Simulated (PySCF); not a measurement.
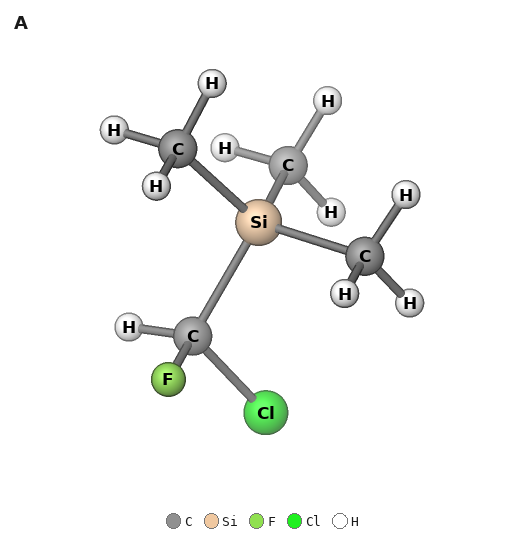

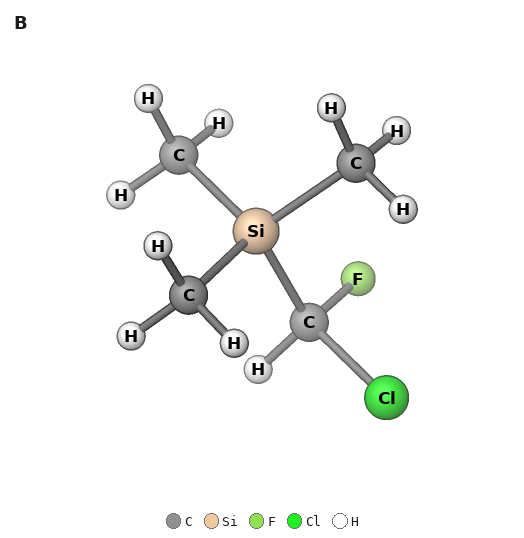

Distant atoms are faded towards the background colour. Computed geometry: PBE0-D3(BJ)/def2-SVP optimisation. No frequency run is at hand to confirm it as a minimum.

Question: Are A and B the same structure? If not, how do they differ?

Answer: No. They are enantiomers, mirror images that no rotation superimposes: A is C[Si](C)(C)[C@H](F)Cl (S), B is C[Si](C)(C)[C@@H](F)Cl (R). Their energies are equal.
